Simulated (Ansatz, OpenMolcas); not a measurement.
## Computed against measured: dipole moment

6 molecules holding an element past argon; the dipole moment in D, computed less measured. Shapes, held fixed at every level: PBE0-D4/def2-TZVP. No vibrational averaging. Dipoles are compared by magnitude; molecules under 1 D, whose direction can flip, are left out. Programs: Ansatz 0.2.0, OpenMolcas 26.06. Measured values: NIST CCCBDB.

Levels: A = r2SCAN-D4/def2-TZVPP; B = B3LYP/6-31G* (Cartesian functions); C = B3LYP-D4/def2-TZVPP.

```json
{"molecule": "BrF (bromine fluoride)", "measured": "1.42", "A": "-0.17", "B": "-0.09", "C": "-0.02"}
{"molecule": "CuF (fluorocopper)", "measured": "5.77", "A": "-0.87", "B": "-1.61", "C": "-0.67"}
{"molecule": "AsF3 (arsenic trifluoride)", "measured": "2.59", "A": "-0.28", "B": "-0.32", "C": "-0.06"}
{"molecule": "CH2Br2 (dibromomethane)", "measured": "1.43", "A": "+0.10", "B": "+0.20", "C": "+0.06"}
{"molecule": "CH3Br (bromomethane)", "measured": "1.81", "A": "+0.14", "B": "+0.20", "C": "+0.08"}
{"molecule": "C2H5Br (bromoethane)", "measured": "2.03", "A": "+0.18", "B": "+0.21", "C": "+0.10"}
```

(1) Which level does best on this set, which worst, and which err to one side?

## Answers

(1) 
```csv
level,kind,mean error,mean absolute error,worst case
r2SCAN-D4/def2-TZVPP,meta-GGA,-0.150,0.290,CuF
B3LYP/6-31G* (Cartesian functions),global hybrid,-0.235,0.438,CuF
B3LYP-D4/def2-TZVPP,global hybrid,-0.085,0.165,CuF
```

On this set B3LYP-D4/def2-TZVPP has the smallest mean absolute error and B3LYP/6-31G* (Cartesian functions) the largest. No level errs clearly to one side. All levels miss CuF on one side, which points to its shape or to the tabulated value. Relativity is left out for As, Br, Cu. The set is small.

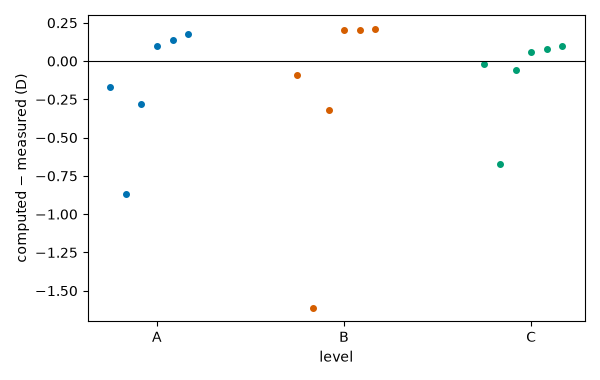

Errors of each level, one point a molecule.
